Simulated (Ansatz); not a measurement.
# Run report: Si2N3H9, geometry relaxation (part 2 of 2)

Si2N3H9; RKS PBE/STO-3G (Ansatz 0.2.0). It belongs to a series of runs on one base structure; here: start relaxed.

Geometry of the input (Å):
```
Si 0.0000  0.0000  0.0000
Si 0.0000  0.0000  2.2200
H  -1.3148  -0.4067  2.7074
H  1.0096  -0.9353  2.7074
H  0.3052  1.3420  2.7074
N  1.7163  0.0000  -0.6061
H  2.2145  -0.9180  -0.7868
H  2.2175  0.9180  -0.7783
N  -0.8572  1.4851  -0.6061
H  -1.8773  1.4300  -0.8888
H  -0.3367  2.4058  -0.6766
N  -0.8572  -1.4851  -0.6061
H  -1.3922  -2.1014  0.0704
H  -0.8219  -1.7344  -1.6357
```

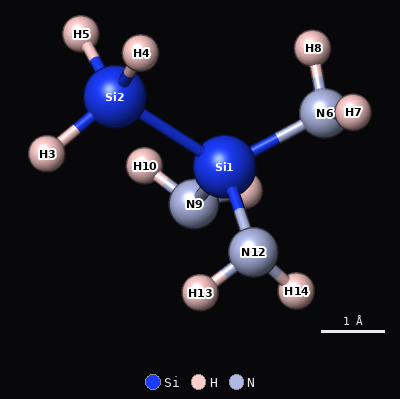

The geometry at step 18 of the log (ball-and-stick view, seen at a tilt; atoms are numbered from 1 in the order of the input).

### Trajectory as extended XYZ, continued
```
14
Properties=species:S:1:pos:R:3:forces:R:3 step=9 energy=-20116.00165
Si    0.0400   -0.0804   -0.1098    0.0124   0.4241  -0.3198
Si    0.0066   -0.0293    2.1854    0.0386  -0.1077  -0.0068
H    -1.2923   -0.4325    2.7094    0.0197  -0.0147   0.0094
H     1.0126   -0.9312    2.7306   -0.0305   0.0069   0.0558
H     0.2848    1.2949    2.7253    0.0073   0.0149  -0.0645
N     1.6682   -0.0986   -0.9186   -0.3317   0.1512   0.0591
H     2.3759   -0.5530   -0.2644   -0.0957  -0.0015   0.0325
H     2.0164    0.9105   -0.9526   -0.0421  -0.1103   0.0325
N    -0.8072    1.3309   -0.9440    0.2730  -0.3093   0.0797
H    -1.7585    1.4553   -0.4667    0.1900   0.0038   0.0358
H    -0.2960    2.2213   -0.6327   -0.1477  -0.1381   0.0227
N    -0.6952   -1.6408   -0.5513   -0.1370  -0.0996   0.1357
H    -1.6469   -1.7673   -0.0936    0.1953   0.1060  -0.1064
H    -0.9027   -1.6798   -1.5889    0.0486   0.0745   0.0344
14
Properties=species:S:1:pos:R:3:forces:R:3 step=10 energy=-20116.02098
Si    0.0229   -0.0602   -0.1068   -0.0573  -0.0848   0.2383
Si    0.0264   -0.0499    2.2012   -0.0324   0.1390  -0.1150
H    -1.2530   -0.4601    2.7658    0.0120  -0.0465  -0.0296
H     1.0714   -0.8651    2.8109   -0.0438  -0.0266  -0.1103
H     0.2531    1.3090    2.6594    0.0240   0.1198   0.0988
N     1.6163   -0.0528   -0.9374    0.1631  -0.0796   0.0428
H     2.2753   -0.6812   -0.3803   -0.0843   0.0337  -0.0765
H     2.0559    0.9040   -0.7819    0.0201   0.0443  -0.0134
N    -0.8608    1.2922   -0.9371   -0.0443   0.0967   0.0943
H    -1.7450    1.4824   -0.3691   -0.0282  -0.0310  -0.0081
H    -0.3147    2.1886   -0.7441    0.0641   0.0381  -0.0361
N    -0.6872   -1.6317   -0.5373    0.0615  -0.2613  -0.1140
H    -1.6968   -1.6798   -0.2224   -0.0362   0.0280   0.0365
H    -0.7580   -1.6953   -1.5928   -0.0184   0.0302  -0.0078
14
Properties=species:S:1:pos:R:3:forces:R:3 step=11 energy=-20116.04848
Si    0.0142   -0.0515   -0.1031    0.0764  -0.0313  -0.1799
Si    0.0103   -0.0026    2.1885   -0.0469  -0.0481   0.0127
H    -1.2711   -0.4253    2.7372   -0.0107   0.0091   0.0118
H     1.0340   -0.8735    2.7481    0.0191   0.0080   0.0149
H     0.2656    1.3422    2.6842    0.0107   0.0160   0.0144
N     1.6149    0.0095   -0.9366   -0.1117   0.0118   0.0552
H     2.2009   -0.7705   -0.5060    0.0399   0.0657  -0.0296
H     2.1222    0.8830   -0.5944    0.0598  -0.0553   0.0174
N    -0.9145    1.2788   -0.9149   -0.0140   0.0123   0.0191
H    -1.7380    1.5265   -0.2826    0.0546   0.0624  -0.0100
H    -0.3211    2.1650   -0.8540   -0.0653  -0.0645  -0.0010
N    -0.6186   -1.6656   -0.5630   -0.0074   0.0026   0.1078
H    -1.5999   -1.7608   -0.1639    0.0115  -0.0310  -0.0607
H    -0.7932   -1.6552   -1.6116   -0.0158   0.0424   0.0279
14
Properties=species:S:1:pos:R:3:forces:R:3 step=12 energy=-20115.95235 accepted=F
Si    0.0022   -0.0412   -0.1045    0.0168   0.0425   0.1245
Si   -0.0112    0.0204    2.1824   -0.0231  -0.1147   0.0456
H    -1.2930   -0.4057    2.7267   -0.0171   0.0180   0.0339
H     1.0088   -0.8654    2.7248    0.0148   0.0243   0.0640
H     0.2534    1.3611    2.6914   -0.0019  -0.0406  -0.0294
N     1.6018    0.0834   -0.9264    1.4706  -0.9069   0.5263
H     2.1458   -0.8620   -0.6656   -0.8632   1.8269  -0.3545
H     2.2106    0.8552   -0.4399   -0.6505  -0.9818  -0.3326
N    -0.9718    1.2747   -0.8664    0.2492   0.8808  -0.1498
H    -1.7188    1.6115   -0.1719    0.4164  -0.0156  -0.2217
H    -0.3355    2.1540   -0.9938   -0.6983  -0.9418   0.2313
N    -0.5771   -1.6808   -0.5706    0.4288   0.1964  -0.0393
H    -1.5308   -1.8304   -0.1435   -0.2913  -0.0404   0.0421
H    -0.7785   -1.6749   -1.6146   -0.0514   0.0531   0.0596
14
Properties=species:S:1:pos:R:3:forces:R:3 step=13 energy=-20116.05880
Si    0.0103   -0.0503   -0.1036   -0.0069   0.0162   0.0600
Si   -0.0038   -0.0060    2.1893    0.0006   0.0111   0.0353
H    -1.2898   -0.4182    2.7388    0.0176   0.0108  -0.0083
H     1.0165   -0.8831    2.7488   -0.0150   0.0182   0.0049
H     0.2644    1.3375    2.6884   -0.0077  -0.0327  -0.0024
N     1.6054    0.0380   -0.9381    0.0949   0.0107   0.0631
H     2.1919   -0.7698   -0.5596   -0.0568   0.0707  -0.0585
H     2.1350    0.8834   -0.5565   -0.0512  -0.0830  -0.0181
N    -0.9463    1.2670   -0.9033    0.0277   0.0728   0.0333
H    -1.6995    1.5849   -0.2168    0.0567   0.0247  -0.0234
H    -0.3143    2.1277   -0.9407   -0.0803  -0.0681  -0.0285
N    -0.6020   -1.6728   -0.5541    0.0280  -0.0472  -0.0777
H    -1.5835   -1.7858   -0.1615    0.0062   0.0205  -0.0062
H    -0.7786   -1.6525   -1.6030   -0.0137  -0.0247   0.0263
14
Properties=species:S:1:pos:R:3:forces:R:3 step=14 energy=-20116.06566
Si    0.0049   -0.0513   -0.0964   -0.0163   0.0399   0.0556
Si   -0.0131   -0.0046    2.1970    0.0038   0.0129   0.0398
H    -1.3033   -0.4086    2.7428    0.0198   0.0064  -0.0102
H     1.0013   -0.8857    2.7615   -0.0221   0.0116  -0.0064
H     0.2623    1.3366    2.7002   -0.0147  -0.0393  -0.0268
N     1.5936    0.0643   -0.9391    0.1730   0.0205   0.0980
H     2.1733   -0.7743   -0.6185   -0.0929   0.1082  -0.0631
H     2.1408    0.8777   -0.5118   -0.0802  -0.1241  -0.0473
N    -0.9756    1.2557   -0.8893    0.0210   0.3301   0.1878
H    -1.6586    1.6432   -0.1556    0.2510  -0.0539  -0.2245
H    -0.3110    2.0895   -1.0305   -0.2648  -0.2656   0.0370
N    -0.5803   -1.6820   -0.5606   -0.0004  -0.0484  -0.0758
H    -1.5584   -1.8142   -0.1637    0.0213   0.0271   0.0035
H    -0.7699   -1.6463   -1.6077    0.0015  -0.0252   0.0323
14
Properties=species:S:1:pos:R:3:forces:R:3 step=15 energy=-20116.07250
Si   -0.0005   -0.0492   -0.0892   -0.0174   0.0149   0.0340
Si   -0.0233   -0.0042    2.2028   -0.0018   0.0122   0.0121
H    -1.3147   -0.4071    2.7456    0.0121   0.0099  -0.0106
H     0.9876   -0.8890    2.7669   -0.0120   0.0170  -0.0034
H     0.2533    1.3381    2.7017   -0.0108  -0.0397  -0.0140
N     1.5833    0.0974   -0.9400    0.2707   0.0910   0.2062
H     2.1444   -0.7789   -0.6870   -0.0956   0.1945  -0.0530
H     2.1488    0.8672   -0.4475   -0.1432  -0.2845  -0.1537
N    -1.0069    1.2465   -0.8720   -0.0089   0.4814   0.3367
H    -1.5962    1.7085   -0.0940    0.3046  -0.1409  -0.4004
H    -0.3228    2.0403   -1.1259   -0.3184  -0.3315   0.0944
N    -0.5572   -1.6911   -0.5622   -0.0313  -0.0143  -0.0742
H    -1.5345   -1.8347   -0.1625    0.0582   0.0271  -0.0241
H    -0.7553   -1.6439   -1.6085   -0.0061  -0.0370   0.0500
14
Properties=species:S:1:pos:R:3:forces:R:3 step=16 energy=-20116.10124
Si   -0.0033   -0.0445   -0.0593   -0.0271   0.1019  -0.2454
Si   -0.0443   -0.0069    2.2285   -0.0136  -0.0496  -0.1000
H    -1.3449   -0.3905    2.7558   -0.0257  -0.0406   0.0257
H     0.9626   -0.8855    2.8028    0.0002  -0.0426   0.0235
H     0.2339    1.3334    2.7148    0.0168   0.0893   0.0247
N     1.5687    0.1559   -0.9248   -0.0885  -0.0832   0.0263
H     2.0835   -0.7731   -0.8314   -0.0167   0.0796  -0.0091
H     2.1885    0.8110   -0.3628    0.0776   0.0382   0.0537
N    -1.0486    1.2383   -0.7961    0.1784   0.0021  -0.0555
H    -1.4958    1.8417   -0.0447    0.0646  -0.0144   0.0854
H    -0.3806    1.9183   -1.2734   -0.1302  -0.0619  -0.0178
N    -0.5050   -1.6872   -0.5972   -0.0490  -0.0686   0.2326
H    -1.4542   -1.8757   -0.1542   -0.0092  -0.0769  -0.0535
H    -0.7548   -1.6351   -1.6300    0.0224   0.1267   0.0093
14
Properties=species:S:1:pos:R:3:forces:R:3 step=17 energy=-20116.12087
Si   -0.0119   -0.0402   -0.0662   -0.0867   0.0897   0.1678
Si   -0.0705   -0.0092    2.2177    0.0521  -0.0029  -0.0137
H    -1.3595   -0.4143    2.7632    0.0058  -0.0034  -0.0380
H     0.9479   -0.8847    2.7794   -0.0088  -0.0040   0.0221
H     0.2042    1.3344    2.7057   -0.0065   0.0185   0.0304
N     1.5615    0.1861   -0.9187    0.0226  -0.0991  -0.0034
H     2.0628   -0.7542   -0.8908   -0.0183   0.0645   0.0057
H     2.1953    0.7923   -0.3150   -0.0148  -0.0114  -0.0177
N    -1.0764    1.2568   -0.7445    0.0536  -0.0018   0.0025
H    -1.3390    1.9438    0.0257    0.0728  -0.0800  -0.0630
H    -0.4612    1.8469   -1.3840   -0.0866  -0.0839   0.0293
N    -0.4889   -1.7053   -0.5687    0.0223   0.1219  -0.1175
H    -1.4548   -1.8976   -0.1645   -0.0050   0.0269   0.0061
H    -0.7036   -1.6550   -1.6112   -0.0025  -0.0349  -0.0104
14
Properties=species:S:1:pos:R:3:forces:R:3 step=18 energy=-20116.13804
Si   -0.0073   -0.0336   -0.0472    0.0688  -0.0734   0.0065
Si   -0.0477   -0.0083    2.2351   -0.0413  -0.0169   0.0168
H    -1.3285   -0.4676    2.7535   -0.0030   0.0012   0.0135
H     0.9918   -0.8530    2.8083   -0.0144   0.0188  -0.0363
H     0.1677    1.3418    2.7391   -0.0022  -0.0114  -0.0076
N     1.5741    0.1561   -0.9034   -0.0892  -0.0012  -0.0242
H     2.0797   -0.7783   -0.8177   -0.0297   0.0599   0.0112
H     2.1971    0.7997   -0.3290    0.0256  -0.0034   0.0029
N    -1.1140    1.2359   -0.6919    0.0488   0.0670   0.0285
H    -1.2282    2.0045    0.0338    0.0419   0.0028  -0.0428
H    -0.5954    1.7315   -1.4771   -0.0394  -0.0065  -0.0081
N    -0.5124   -1.6719   -0.5913   -0.0227  -0.1093   0.0305
H    -1.5045   -1.8328   -0.2404    0.0323   0.0146   0.0027
H    -0.6665   -1.6241   -1.6436    0.0245   0.0578   0.0064
14
Properties=species:S:1:pos:R:3:forces:R:3 step=19 energy=-20116.14955
Si   -0.0100   -0.0362   -0.0336    0.0145   0.0038   0.0412
Si   -0.0641   -0.0165    2.2463    0.0054  -0.0015  -0.0057
H    -1.3301   -0.5119    2.7681   -0.0015  -0.0009  -0.0012
H     1.0010   -0.8357    2.8062   -0.0050   0.0008   0.0001
H     0.1224    1.3363    2.7531   -0.0076  -0.0050   0.0018
N     1.5626    0.1629   -0.9012   -0.0291   0.0005  -0.0070
H     2.0687   -0.7712   -0.8298    0.0054   0.0143   0.0104
H     2.1934    0.8010   -0.3287    0.0094  -0.0003  -0.0082
N    -1.1173    1.2507   -0.6445    0.0169   0.0524  -0.0232
H    -1.0832    2.0868    0.0121    0.0280  -0.0525   0.0002
H    -0.6817    1.6444   -1.5320   -0.0247  -0.0432   0.0103
N    -0.5086   -1.6734   -0.5940    0.1029   0.0681   0.0664
H    -1.5007   -1.8359   -0.2470   -0.0392  -0.0051  -0.0664
H    -0.6466   -1.6014   -1.6466   -0.0754  -0.0316  -0.0187
14
Properties=species:S:1:pos:R:3:forces:R:3 step=20 energy=-20116.13824 accepted=F
Si   -0.0126   -0.0246   -0.0026   -0.0306  -0.1544  -0.4079
Si   -0.0620   -0.0265    2.2676   -0.0765   0.0592   0.0615
H    -1.3300   -0.5358    2.7698    0.0198  -0.0343   0.0204
H     1.0133   -0.8378    2.8181   -0.0061   0.0113   0.0253
H     0.0911    1.3289    2.7778    0.0392  -0.0147   0.0261
N     1.5337    0.1250   -0.9171    0.1759   0.1763   0.0442
H     2.0726   -0.7751   -0.7442    0.0247  -0.0874  -0.0265
H     2.1609    0.8411   -0.4396   -0.0129   0.0424  -0.0057
N    -1.1219    1.2650   -0.5989   -0.0464  -0.2188   0.1568
H    -0.9606    2.1202    0.0015   -0.0291   0.2999   0.0688
H    -0.7627    1.5759   -1.5463    0.0660   0.0557  -0.1311
N    -0.5086   -1.6469   -0.5841   -0.3333  -0.2661  -0.0235
H    -1.5313   -1.7907   -0.3270    0.0507  -0.0178   0.1264
H    -0.5761   -1.6187   -1.6469    0.1586   0.1487   0.0651
14
Properties=species:S:1:pos:R:3:forces:R:3 step=21 energy=-20116.15269
Si   -0.0081   -0.0358   -0.0279    0.0084  -0.0039   0.0016
Si   -0.0653   -0.0198    2.2503   -0.0041  -0.0055   0.0229
H    -1.3305   -0.5240    2.7655   -0.0003  -0.0019  -0.0026
H     1.0011   -0.8350    2.8130    0.0026  -0.0014  -0.0014
H     0.1103    1.3319    2.7635   -0.0025  -0.0008  -0.0046
N     1.5598    0.1603   -0.9039    0.0072  -0.0123  -0.0016
H     2.0769   -0.7660   -0.8116    0.0027   0.0054  -0.0022
H     2.1880    0.8178   -0.3506   -0.0075   0.0092   0.0005
N    -1.1185    1.2538   -0.6248    0.0193   0.0872  -0.0197
H    -1.0246    2.1069    0.0058    0.0127  -0.0623  -0.0686
H    -0.7201    1.6071   -1.5479   -0.0370  -0.0223   0.0780
N    -0.5114   -1.6685   -0.5930    0.0037  -0.0012   0.0029
H    -1.5102   -1.8272   -0.2627   -0.0012   0.0100  -0.0021
H    -0.6418   -1.6015   -1.6475   -0.0039  -0.0002  -0.0033
14
Properties=species:S:1:pos:R:3:forces:R:3 step=22 energy=-20116.15128 accepted=F
Si   -0.0044   -0.0346   -0.0170   -0.0123  -0.0343  -0.0460
Si   -0.0652   -0.0400    2.2619   -0.0370   0.1191  -0.1585
H    -1.3341   -0.5522    2.7596    0.0347  -0.0317   0.0319
H     1.0171   -0.8419    2.8115   -0.0155   0.0065   0.0564
H     0.0832    1.3232    2.7528    0.0304  -0.0336   0.0779
N     1.5599    0.1563   -0.9024    0.0087   0.0323   0.0099
H     2.0975   -0.7555   -0.7885   -0.0072  -0.0084   0.0206
H     2.1762    0.8431   -0.3705   -0.0081  -0.0140  -0.0140
N    -1.1148    1.2651   -0.5975   -0.0332  -0.1296   0.0369
H    -0.9432    2.1417   -0.0250    0.0201   0.0688   0.0490
H    -0.7842    1.5579   -1.5635    0.0372   0.0072  -0.0473
N    -0.5230   -1.6635   -0.5806   -0.0093   0.0267   0.0027
H    -1.5338   -1.7907   -0.2739   -0.0088  -0.0214  -0.0006
H    -0.6254   -1.6090   -1.6387    0.0004   0.0126  -0.0190
14
Properties=species:S:1:pos:R:3:forces:R:3 step=23 energy=-20116.15317
Si   -0.0069   -0.0368   -0.0258   -0.0147   0.0207  -0.0082
Si   -0.0663   -0.0226    2.2529   -0.0009  -0.0140   0.0302
H    -1.3295   -0.5348    2.7649   -0.0032  -0.0020  -0.0060
H     1.0018   -0.8348    2.8161    0.0083  -0.0072  -0.0042
H     0.1029    1.3266    2.7745   -0.0034   0.0074  -0.0169
N     1.5597    0.1597   -0.9045   -0.0025  -0.0145  -0.0037
H     2.0861   -0.7598   -0.8008    0.0050  -0.0049   0.0001
H     2.1814    0.8306   -0.3607    0.0009   0.0146   0.0062
N    -1.1166    1.2578   -0.6146   -0.0593  -0.1943   0.0857
H    -0.9841    2.1186   -0.0119    0.0170   0.1302   0.0900
H    -0.7472    1.5808   -1.5531    0.0530   0.0545  -0.1776
N    -0.5158   -1.6669   -0.5931   -0.0075   0.0007  -0.0218
H    -1.5171   -1.8185   -0.2671   -0.0026   0.0045   0.0074
H    -0.6426   -1.6001   -1.6486    0.0098   0.0043   0.0188
14
Properties=species:S:1:pos:R:3:forces:R:3 step=24 energy=-20116.15463
Si   -0.0074   -0.0389   -0.0234    0.0037  -0.0046  -0.0012
Si   -0.0647   -0.0284    2.2558    0.0017  -0.0011   0.0011
H    -1.3237   -0.5517    2.7666    0.0016  -0.0015   0.0016
H     1.0125   -0.8312    2.8163   -0.0020   0.0020  -0.0016
H     0.0925    1.3244    2.7723   -0.0018  -0.0036  -0.0020
N     1.5591    0.1511   -0.9035    0.0055  -0.0011  -0.0007
H     2.0982   -0.7578   -0.7738    0.0010  -0.0013   0.0015
H     2.1700    0.8457   -0.3764   -0.0020   0.0007   0.0004
N    -1.1154    1.2597   -0.6059   -0.0095  -0.0073  -0.0063
H    -0.9563    2.1313   -0.0183    0.0064   0.0064  -0.0035
H    -0.7645    1.5657   -1.5626   -0.0021   0.0003   0.0069
N    -0.5254   -1.6658   -0.5918   -0.0052   0.0124   0.0067
H    -1.5329   -1.8032   -0.2783    0.0022  -0.0028  -0.0011
H    -0.6362   -1.6008   -1.6488    0.0004   0.0015  -0.0017
14
Properties=species:S:1:pos:R:3:forces:R:3 step=25 energy=-20116.15475
Si   -0.0073   -0.0387   -0.0215    0.0027  -0.0145  -0.0035
Si   -0.0645   -0.0324    2.2576    0.0009   0.0055  -0.0030
H    -1.3196   -0.5652    2.7685    0.0026  -0.0018  -0.0004
H     1.0186   -0.8290    2.8155   -0.0009   0.0028   0.0011
H     0.0835    1.3208    2.7753    0.0006  -0.0036   0.0026
N     1.5597    0.1475   -0.9018    0.0206   0.0041   0.0036
H     2.1057   -0.7555   -0.7576   -0.0075   0.0086   0.0020
H     2.1645    0.8548   -0.3841   -0.0073  -0.0113  -0.0051
N    -1.1149    1.2628   -0.5989   -0.0010   0.0319  -0.0099
H    -0.9281    2.1430   -0.0305   -0.0019  -0.0268  -0.0305
H    -0.7847    1.5479   -1.5703   -0.0046  -0.0013   0.0398
N    -0.5307   -1.6630   -0.5916   -0.0165   0.0089  -0.0002
H    -1.5409   -1.7943   -0.2834    0.0078  -0.0044   0.0009
H    -0.6355   -1.5986   -1.6492    0.0045   0.0019   0.0026
14
Properties=species:S:1:pos:R:3:forces:R:3 step=26 energy=-20116.15386 accepted=F
Si   -0.0057   -0.0350   -0.0252   -0.0610  -0.0824   0.0864
Si   -0.0633   -0.0314    2.2543    0.0085   0.0016  -0.0134
H    -1.3169   -0.5658    2.7654   -0.0123  -0.0097  -0.0028
H     1.0195   -0.8260    2.8136    0.0142  -0.0082   0.0044
H     0.0816    1.3200    2.7751    0.0047   0.0222   0.0070
N     1.5628    0.1496   -0.9058   -0.0674   0.0081  -0.0039
H     2.1018   -0.7562   -0.7571    0.0291  -0.0092   0.0028
H     2.1628    0.8523   -0.3778    0.0476   0.0104   0.0035
N    -1.1188    1.2632   -0.5992    0.0192  -0.0109  -0.0063
H    -0.9295    2.1413   -0.0289    0.0026   0.0074  -0.0302
H    -0.7767    1.5447   -1.5665   -0.0232   0.0610  -0.0219
N    -0.5330   -1.6588   -0.5899    0.0127  -0.0161  -0.0606
H    -1.5414   -1.7998   -0.2820    0.0168   0.0351   0.0219
H    -0.6376   -1.5980   -1.6479    0.0087  -0.0092   0.0131
14
Properties=species:S:1:pos:R:3:forces:R:3 step=27 energy=-20116.15485
Si   -0.0080   -0.0382   -0.0221    0.0013  -0.0089   0.0036
Si   -0.0636   -0.0317    2.2571   -0.0016   0.0001  -0.0052
H    -1.3173   -0.5682    2.7673    0.0006  -0.0010   0.0030
H     1.0212   -0.8260    2.8144    0.0012  -0.0001   0.0003
H     0.0819    1.3210    2.7764   -0.0014   0.0010   0.0009
N     1.5603    0.1479   -0.9011   -0.0003   0.0022  -0.0014
H     2.1039   -0.7564   -0.7571    0.0004   0.0002   0.0011
H     2.1650    0.8525   -0.3801    0.0019  -0.0019   0.0000
N    -1.1158    1.2632   -0.6006   -0.0034   0.0031  -0.0013
H    -0.9293    2.1427   -0.0323    0.0012  -0.0023  -0.0056
H    -0.7821    1.5487   -1.5700   -0.0005   0.0034   0.0041
N    -0.5317   -1.6620   -0.5922   -0.0053   0.0039  -0.0037
H    -1.5406   -1.7963   -0.2819    0.0042   0.0006   0.0010
H    -0.6381   -1.5973   -1.6496    0.0016  -0.0004   0.0033
```

### Results in brief

| quantity | value |
| --- | --- |
| outcome | converged |
| total energy | −20116.1549 eV |
| mean-field energy | −20116.1549 eV |
| largest force (length of the vector) at the end | 0.010 eV/Å |
| hardware | 1 thread of Arm Neoverse V1, 24 GiB of memory available, shared host |
| wall time | 81 s |
| peak memory | 0.11 GiB |
